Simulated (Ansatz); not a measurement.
# C₂H₄B radical (SMILES [B]1CC1): single points off equilibrium

The atoms stand at a structure displaced at random from a GFN2-xTB minimum. How far do the functionals agree with CCSD(T) there?

Computed with Ansatz 0.2.0, Gaussian basis. Level: single points in def2-TZVPP.

Correlated methods freeze the cores. Orbitals are unrestricted.

## 1. The starting structure

SMILES `[B]1CC1`, 7 atoms, charge 0, spin multiplicity 2.

Atoms are counted from 1 here; the program's logs count them from 0.

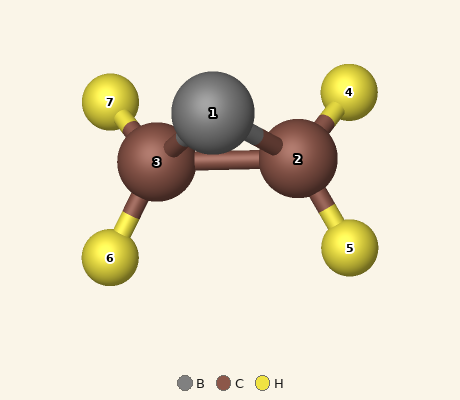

Start geometry, drawn with boron grey, carbon brown, hydrogen yellow; atoms are numbered from 1 in the order of the file.

Coordinates:

```xyz
7
C2H4B
B     1.3363   -0.0383   -0.0588
C     0.0059   -0.7610   -0.0114
C     0.0881    0.7268    0.0300
H    -0.4841   -1.2090   -0.9179
H    -0.4366   -1.2766    0.8389
H    -0.2952    1.2471    0.9528
H    -0.3499    1.3073   -0.8067
```

## 2. CCSD(T)/def2-TZVPP

The input, run/in.yaml:

```yaml
crystal:
  periodic: [false, false, false]
  atoms:
    - {symbol: B, position_ang: [1.336300, -0.038300, -0.058800]}
    - {symbol: C, position_ang: [0.005900, -0.761000, -0.011400]}
    - {symbol: C, position_ang: [0.088100, 0.726800, 0.030000]}
    - {symbol: H, position_ang: [-0.484100, -1.209000, -0.917900]}
    - {symbol: H, position_ang: [-0.436600, -1.276600, 0.838900]}
    - {symbol: H, position_ang: [-0.295200, 1.247100, 0.952800]}
    - {symbol: H, position_ang: [-0.349900, 1.307300, -0.806700]}
basis:
  gaussian: {orbitals: def2-TZVPP}
magnetization: {spin_polarized: true, initial_magnetization: 1}
correlation: {method: ccsd_t}
scf: {omitted_lower_state_checks: [cluster_reference]}
output: {forces: true}
```

The command line of these runs was not kept.

## 3. PBE0-D4/def2-TZVPP

Edit run/in.yaml of step 2 so:

```diff
@@ -13,4 +13,3 @@
 magnetization: {spin_polarized: true, initial_magnetization: 1}
-correlation: {method: ccsd_t}
-scf: {omitted_lower_state_checks: [cluster_reference]}
-output: {forces: true}
+hamiltonian: {xc: pbe0, dispersion: d4}
+output: {forces: true, orbitals: {seedname: orbitals}}
```

## 4. wB97M-V/def2-TZVPP

Edit run/in.yaml of step 3 so:

```diff
@@ -13,3 +13,3 @@
 magnetization: {spin_polarized: true, initial_magnetization: 1}
-hamiltonian: {xc: pbe0, dispersion: d4}
-output: {forces: true, orbitals: {seedname: orbitals}}
+hamiltonian: {xc: {name: wB97M-V}}
+output: {forces: true}
```

## 5. r2SCAN-D4/def2-TZVPP

Edit run/in.yaml of step 4 so:

```diff
@@ -13,3 +13,3 @@
 magnetization: {spin_polarized: true, initial_magnetization: 1}
-hamiltonian: {xc: {name: wB97M-V}}
+hamiltonian: {xc: r2scan, dispersion: d4}
 output: {forces: true}
```

## 6. PBE-D4/def2-TZVPP

Edit run/in.yaml of step 5 so:

```diff
@@ -13,3 +13,3 @@
 magnetization: {spin_polarized: true, initial_magnetization: 1}
-hamiltonian: {xc: r2scan, dispersion: d4}
+hamiltonian: {xc: pbe, dispersion: d4}
 output: {forces: true}
```

## 7. CAM-B3LYP-D4/def2-TZVPP

Edit run/in.yaml of step 6 so:

```diff
@@ -13,3 +13,3 @@
 magnetization: {spin_polarized: true, initial_magnetization: 1}
-hamiltonian: {xc: pbe, dispersion: d4}
+hamiltonian: {xc: {name: CAM-B3LYP}, dispersion: d4}
 output: {forces: true}
```

## 8. BHLYP-D4/def2-TZVPP

Edit run/in.yaml of step 7 so:

```diff
@@ -13,3 +13,3 @@
 magnetization: {spin_polarized: true, initial_magnetization: 1}
-hamiltonian: {xc: {name: CAM-B3LYP}, dispersion: d4}
+hamiltonian: {xc: {name: BHLYP}, dispersion: d4}
 output: {forces: true}
```

(Steps that only read results are left out.)

What does the calculation give? Wanted: energy less free atoms, CCSD(T)/def2-TZVPP; RMS force component; RMS force error; HOMO and LUMO, PBE0-D4; T1 diagnostic.

The runs gave:

| quantity | value |
| --- | --- |
| energy less free atoms, CCSD(T)/def2-TZVPP | -25.694 eV |
| RMS force component | 1.199 to 1.456 eV/Å over the methods |
| RMS force error | PBE0-D4 0.263, wB97M-V 0.194, r2SCAN-D4 0.248, PBE-D4 0.283, CAM-B3LYP-D4 0.271, BHLYP-D4 0.260 eV/Å |
| HOMO and LUMO, PBE0-D4 | -6.37 and -1.97 eV |
| T1 diagnostic | 0.014 |

In words: Against CCSD(T) the functionals' energies less atoms differ by -1.743 to -0.260 eV, PBE-D4 by -1.743 eV. A larger basis would deepen the CCSD(T) value, while the functionals are nearly converged already, so the order here is not reliable. For forces wB97M-V does best and PBE-D4 worst. Frozen-core CCSD(T) forces in triple zeta carry basis errors of their own, and this is one geometry, so small gaps rank nothing.
